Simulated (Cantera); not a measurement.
Input: 1 mol Cu₂O, a varied amount of C, 16 mol N₂, held at 650 °C and 1.80 bar.

Method: chemical equilibrium by Gibbs-energy minimisation in Cantera with the NASA 1993 tables (ideal gas, pure condensed phases). Candidate condensed phases: C, Cu, CuO, Cu₂O; 27 gas species. Equilibrium is a limit: real reactors are often held back by kinetics, nucleation or transport.

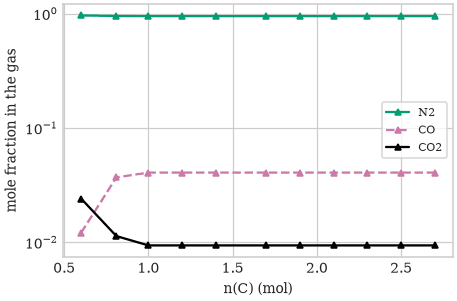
Fig. 1. Equilibrium gas composition (values under 1e-9 drawn at 1e-9)

From 0.6 mol C to 0.81 mol C the condensed part is Cu(s). From 1 mol C to 2.7 mol C the condensed part is C(graphite) + Cu(s).
